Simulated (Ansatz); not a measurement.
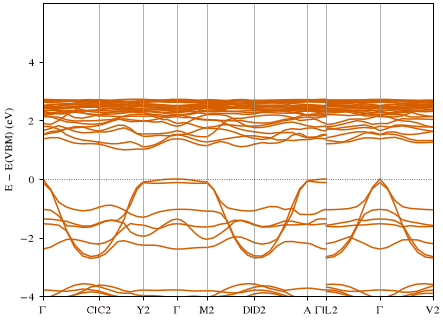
*Band structure from r²SCAN in the plane-wave PAW code Ansatz*

Problem. Read off the gap and where the band edges lie.

Solution. About 1.0 eV (1.00 eV by a search for the band edges); maximum at Γ, minimum on the C2–Y2 line, 60 % of the way from C2.

Problem. Which of these materials gives this?
A. O, α-O2
B. La3SbO3, C2/m (Pearson symbol mS28)
C. Cu2P2O7, C2/c (Pearson symbol mS44)
D. Rb3InS3, C2/m (Pearson symbol mS28)

Solution. B, La3SbO3, C2/m (Pearson symbol mS28)

The first step of the workflow began from a Materials Project structure, measured or hypothetical; the Crystallography Open Database files this formula in space group No. 12, but the cells were not matched. Its standing as an ambient phase is unchecked. The r²SCAN relaxation kept the symmetry of its start; whether a distortion lowers the energy is not shown. Scalar-relativistic: spin–orbit coupling is off unless named, which matters more the heavier the elements.

Potentials: the later of the program's two PAW sets.
